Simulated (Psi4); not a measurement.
Interaction energy of CO2 ··· CH4S (SMILES O=C=O and CS), singlet. Monomers: optimised at B3LYP-D3(BJ) (def2-TZVP), held rigid. Orientation: a higher rigid-body minimum at GFN2-xTB. The monomers approach along the line of their centres of mass (distance R); nothing else relaxes.

Geometry at R = 4.55 Å (first 3 atoms: monomer A):
```
9

O     -1.1223     0.2923     0.0000
C      0.0000     0.0000     0.0000
O      1.1223    -0.2923     0.0000
C      3.3051    -4.0270     1.9200
S      1.8859    -2.9266     2.2344
H      3.1621    -4.8953     2.5608
H      3.3281    -4.3564     0.8835
H      4.2444    -3.5466     2.1852
H      2.2391    -1.9530     1.3797
```

Level of theory: SAPT0/jun-cc-pVDZ, frozen core (Psi4).

Components in kJ/mol:

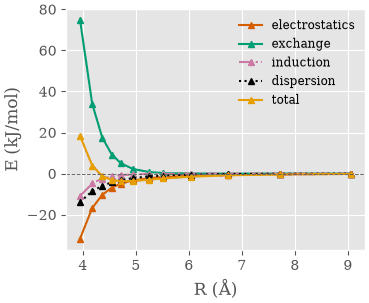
Fig. 1. Components of the interaction energy.

| R / Å | electrostatics | exchange | induction | dispersion | total |
|---|---|---|---|---|---|
| 3.95 | -31.71 | 74.93 | -10.96 | -13.85 | 18.41 |
| 4.18 | -16.75 | 33.97 | -4.73 | -8.58 | 3.90 |
| 4.37 | -10.35 | 17.47 | -2.41 | -5.93 | -1.22 |
| 4.55 | -6.87 | 9.25 | -1.30 | -4.27 | -3.19 |
| 4.72 | -4.89 | 5.06 | -0.74 | -3.18 | -3.74 |
| 4.95 | -3.31 | 2.23 | -0.36 | -2.18 | -3.62 |
| 5.26 | -2.18 | 0.73 | -0.15 | -1.36 | -2.96 |
| 5.52 | -1.65 | 0.28 | -0.08 | -0.94 | -2.39 |
| 6.05 | -1.03 | 0.04 | -0.03 | -0.48 | -1.50 |
| 6.74 | -0.62 | 0.00 | -0.01 | -0.22 | -0.85 |
| 7.73 | -0.33 | 0.00 | 0.00 | -0.09 | -0.42 |
| 9.07 | -0.16 | 0.00 | 0.00 | -0.03 | -0.19 |
